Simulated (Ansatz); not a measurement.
# H$_{3}$NbO$_{3}$S (SMILES [OH][Nb]([OH])([OH])=[S]): what the fields show

```yaml
atoms:
  - { symbol: O, position_ang: [-1.1231, 1.4853, 0.0314] }
  - { symbol: Nb, position_ang: [0.0324, -0.0037, -0.0316] }
  - { symbol: O, position_ang: [0.9783, -0.1173, 1.5960] }
  - { symbol: O, position_ang: [-0.9940, -1.5697, -0.2571] }
  - { symbol: S, position_ang: [1.4107, 0.2084, -1.6652] }
  - { symbol: H, position_ang: [-1.1626, 2.2582, -0.5340] }
  - { symbol: H, position_ang: [1.9220, -0.0942, 1.7618] }
  - { symbol: H, position_ang: [-0.9714, -2.2240, -0.9570] }
```

Geometry: PBE0-D4/def2-TZVP; core potentials replace the inner electrons of Nb.

Method: RKS PBE0-D4/def2-TZVPP in Ansatz 0.2.0.

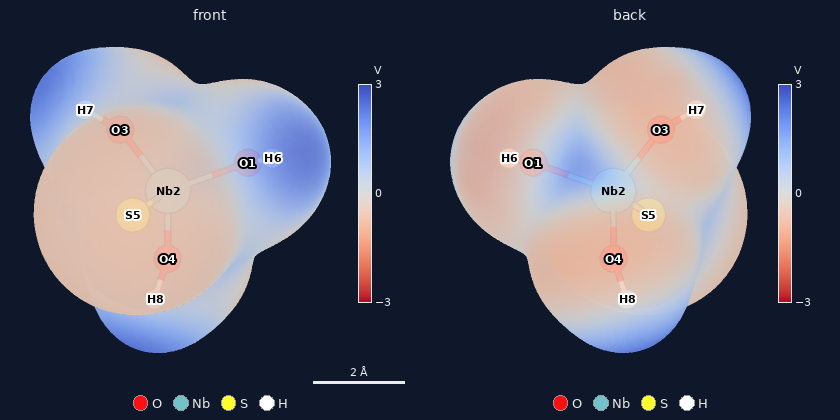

Figure 1. The molecular electrostatic potential painted on the density surface at 0.001 e/bohr³, seen from the front and from behind; red is negative and blue positive.

> Where is the surface potential most negative and most positive?

The most negative region (about −0.8 V) lies over O1, O3 and O4, the most positive (about +2.2 V) over H6, H7 and H8.

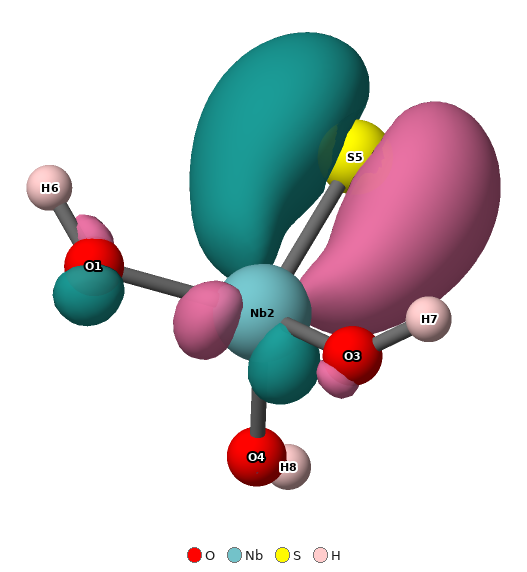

Figure 2. The HOMO at ±0.15 Å⁻³ᐟ² (teal and pink are the two phases), seen at an oblique angle.

> Where does this orbital lie, and at what energy?

It lies mainly on S5 (about 70 %) and Nb2 (about 20 %). It is one of a degenerate set, so its orientation is arbitrary. Its energy is −7.77 eV.

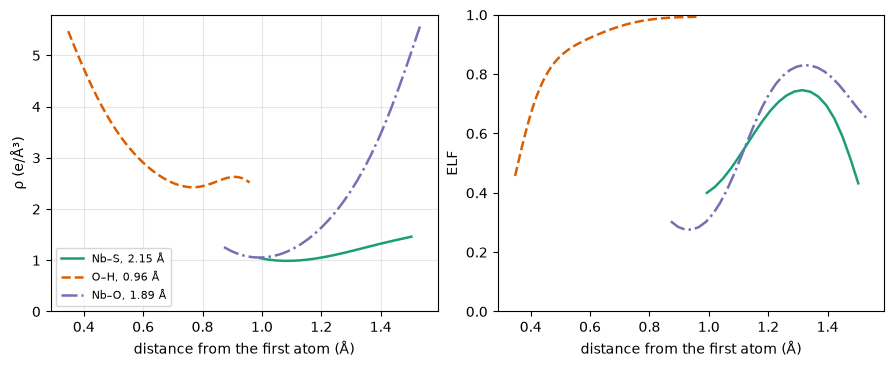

Figure 3. Electron density and electron localisation function along straight lines between neighbouring atoms. The curves leave out the atomic cores.

> What can be read from the curves?

Nb–S (2.15 Å): ρ is about 0.99 e/Å³ halfway; the ELF peaks at about 0.75 in the valence shell of S, 0.8 Å from its nucleus, and is about 0.50 at the midpoint.
O–H (0.96 Å): ρ is about 3.8 e/Å³ halfway; the ELF climbs to about 1 towards the hydrogen, as it does in any bond to H; a covalent bond by its length.
Nb–O (1.89 Å): ρ is about 1.1 e/Å³ halfway; the ELF peaks at about 0.85 in the valence shell of O, 0.6 Å from its nucleus, and drops to about 0.30 between the two atoms.

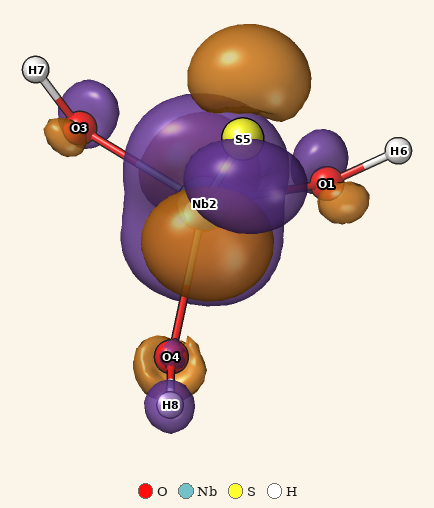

Figure 4. The LUMO at ±0.15 Å⁻³ᐟ² (orange and purple are the two phases), seen at a tilt.

> Describe this orbital and give its energy.

It lies mainly on Nb2 (about 60 %) and S5 (about 25 %). It is one of a degenerate set, so its orientation is arbitrary. Its energy is −1.62 eV.
